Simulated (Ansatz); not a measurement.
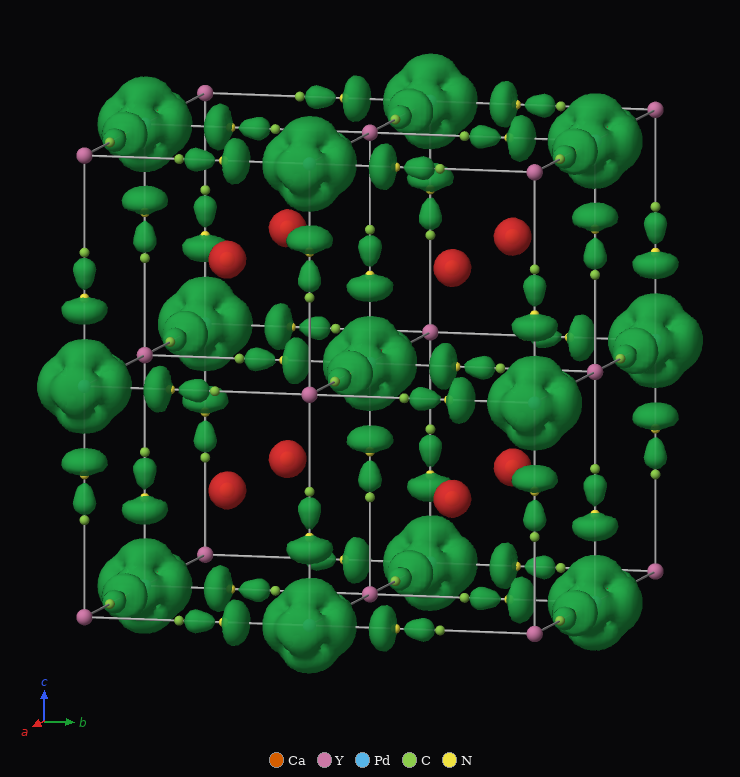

The picture shows: Ca$_{2}$YPdC$_{6}$N$_{6}$. Isosurfaces of the spin density (up minus down) at +0.02 (green) and −0.02 e/Å³ (red), seen slightly off an axis. Sticks mark near contacts.

Space group Fm-3m; a structure generated by program, which may or may not match a known phase; the program warned that a starting moment wasn't kept; spin-polarised.

The calculation used DFT PBE, scalar-relativistic, plane waves, PAW (Ansatz).

In a PAW calculation such maps are meaningful between the atoms, not at the nuclei.

Q: Which atoms carry the moments, and with what signs?

A: The spin density sits on Ca: −0.4 μB (×8); Pd: +1.0 μB (×4) in one cell of 64 atoms: ferrimagnetic (opposed moments on unlike sites) in this solution. The cell of the calculation (16 atoms) carries 0.1 μB of net spin moment.
